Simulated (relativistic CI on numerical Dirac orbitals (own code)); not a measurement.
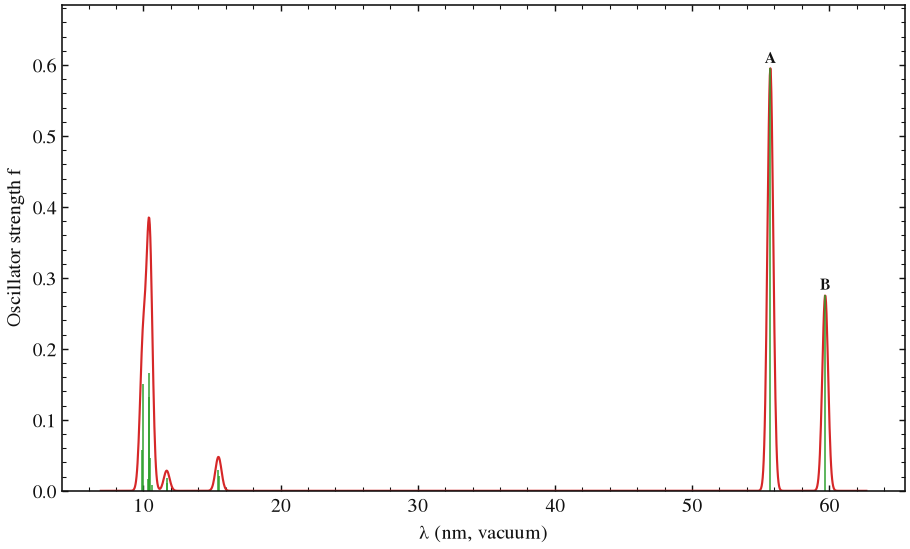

Computed spectrum: absorption lines from the lowest level (oscillator strengths f) of an atom or ion with 29 electrons. Level of the calculation: relativistic configuration interaction, KLI exchange-only orbitals, Breit term, model QED, valence Slater integrals scaled by 0.9, configurations tied to the tabulated ionisation limit (in-house radial CI code). The envelope is a Gaussian of full width 0.5 nm, scaled to the tallest stick.

Which ion is it, and what are the lettered lines?

Rb⁸⁺. A: 3d¹⁰ 4p ²P°₃/₂ ← 3d¹⁰ 4s ²S₁/₂, 55.72 nm, f = 0.60; B: 3d¹⁰ 4p ²P°₁/₂ ← 3d¹⁰ 4s ²S₁/₂, 59.71 nm, f = 0.28.

Known limits: configurations built on the next ion are tied to the tabulated ionisation energy, low ones can still be off by several thousand cm⁻¹ and the others by 10000 or more; one shift a configuration: terms inside it, and wavelengths, can be off by thousands of cm⁻¹; only a limited list of configurations is included, so lower levels can be missing; only lines among the lowest 84 of 2048 levels are drawn, so those from 3d⁹ 4s 4d are incomplete.
